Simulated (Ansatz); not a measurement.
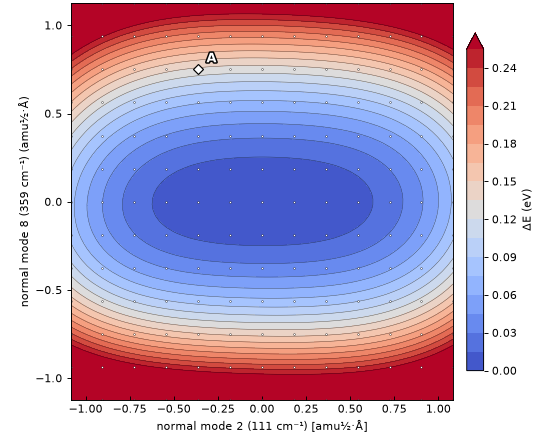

BrClH₄OSi₂, SMILES O[Si]([SiH3])(Cl)Br. 
- The first coordinate is: normal mode 2 (111 cm⁻¹); the second: normal mode 8 (359 cm⁻¹).
- Nothing is relaxed (straight displacements along the two mass-weighted modes).
- The grid has 13 × 13 points.
- Energies: eV, counted from the relaxed molecule at the same level.
- Level of theory: RKS PBE0-D4/def2-SVP in Ansatz 0.2.0.

Drawn: filled contours, dots at the grid points, one colour for all values above the top of the scale, the point A. Between grid points the surface is interpolated.

Is A at rest? If not, where is it pushed?

Answer. A, at normal mode 2 (111 cm⁻¹) = −0.362 amu½·Å, normal mode 8 (359 cm⁻¹) = 0.751 amu½·Å, is not a stationary point. The computed force is 0.032 eV for each amu½·Å towards larger values of normal mode 2 (111 cm⁻¹) and 0.33 eV for each amu½·Å towards smaller values of normal mode 8 (359 cm⁻¹).
